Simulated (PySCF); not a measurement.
Breaking a bond: BeO, singlet.

Levels: UKS-LDA (SVWN5)/6-31G* = unrestricted LDA (SVWN5)/6-31G*, spherical d run with PySCF 2.14.0; UHF/STO-3G = unrestricted Hartree-Fock/STO-3G run with PySCF; RCCSD(T) = PySCF 2.14.0 with CCSD(T) on RHF/cc-pVTZ, 1 core orbital frozen; RKS-CAM-B3LYP = restricted CAM-B3LYP/cc-pVTZ in PySCF.

Energies are in kcal/mol, each relative to the lowest point of its own curve near equilibrium.

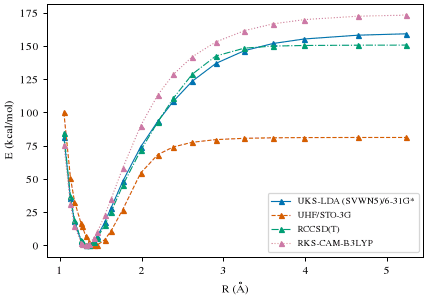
*Energy against bond length for each method.*

| R / Å | UKS-LDA (SVWN5)/6-31G* | UHF/STO-3G | RCCSD(T) | RKS-CAM-B3LYP |
|---|---|---|---|---|
| 1.05 | 81.7 | 99.9 | 84.4 | 75.6 |
| 1.13 | 35.2 | 50.9 | 36.8 | 30.8 |
| 1.18 | 18.0 | 32.9 | 19.1 | 14.7 |
| 1.26 | 3.4 | 16.6 | 3.9 | 2.0 |
| 1.27 | 2.5 | 14.7 | 2.9 | 1.3 |
| 1.32 | 0.0 | 6.7 | 0.1 | 0.0 |
| 1.36 | 0.2 | 2.6 | 0.0 | 1.2 |
| 1.42 | 3.3 | 0.0 | 2.6 | 5.7 |
| 1.46 | 6.8 | 0.1 | 5.7 | 10.1 |
| 1.55 | 17.3 | 4.2 | 15.1 | 22.5 |
| 1.63 | 28.4 | 11.0 | 25.3 | 35.1 |
| 1.77 | 48.1 | 26.8 | 45.0 | 58.0 |
| 1.99 | 74.0 | 54.4 | 71.3 | 90.0 |
| 2.20 | 93.3 | 68.2 | 92.8 | 113.2 |
| 2.39 | 108.3 | 73.9 | 110.6 | 128.5 |
| 2.62 | 123.3 | 77.4 | 128.6 | 141.7 |
| 2.91 | 136.8 | 79.4 | 142.3 | 153.0 |
| 3.26 | 146.4 | 80.4 | 148.3 | 161.4 |
| 3.61 | 151.8 | 80.8 | 149.8 | 166.5 |
| 3.99 | 155.1 | 81.0 | 150.3 | 169.7 |
| 4.65 | 158.0 | 81.1 | 150.5 | 172.3 |
| 5.24 | 159.0 | 81.1 | 150.5 | 173.1 |

At the longest distance, 5.24 Å, RKS-CAM-B3LYP lies highest above its minimum (173.1 kcal/mol) and UHF/STO-3G lowest (81.1 kcal/mol).

The unrestricted determinant behind UKS-LDA (SVWN5)/6-31G* is spin-contaminated at 1.63 to 5.24 Å (<S²> up to 1.0, against 0.00 for a pure singlet). The unrestricted determinant behind UHF/STO-3G is spin-contaminated at 1.05 to 5.24 Å (<S²> up to 1.3, against 0.00 for a pure singlet). The T1 diagnostic of CCSD on the restricted reference of RCCSD(T) exceeds 0.045 at 1.46 to 2.91 Å. The restricted form behind RKS-CAM-B3LYP keeps the bonding electrons paired and can't separate into open-shell fragments.
